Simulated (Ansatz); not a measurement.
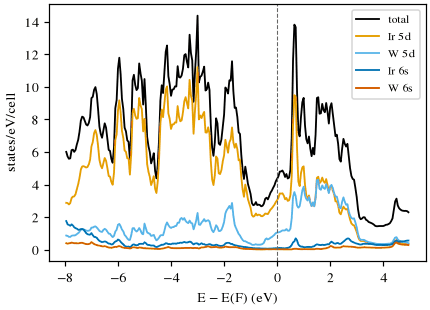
Figure. Total and projected density of states of Ir₃W in space group P6_3/mmc (No. 194; W on 2c, Ir on 6h), the program Ansatz at the r²SCAN level (PAW)

Task: Which orbitals carry the states next to the Fermi level?

Result: Within 0.5 eV of the Fermi level: Ir 5d 70 %, W 5d 24 %. Projections are on Löwdin-orthogonalised atomic valence shells; empty p or d shells of many metals are not among them.

Task: Where is the tallest occupied peak in this window, and what makes it?

Result: Near -3.0 eV, about 14 states/eV per cell; the largest projected share is Ir 5d.

The workflow started from an entry of the Crystallography Open Database (COD). Its standing as an ambient phase is unchecked. The r²SCAN relaxation kept the symmetry of its start; whether a distortion lowers the energy is not shown. No spin polarisation was allowed. The volume moved by 44 % from the start of the relaxation. Spin–orbit coupling is left out wherever it is not named.

Potentials: the later of the program's two PAW sets.
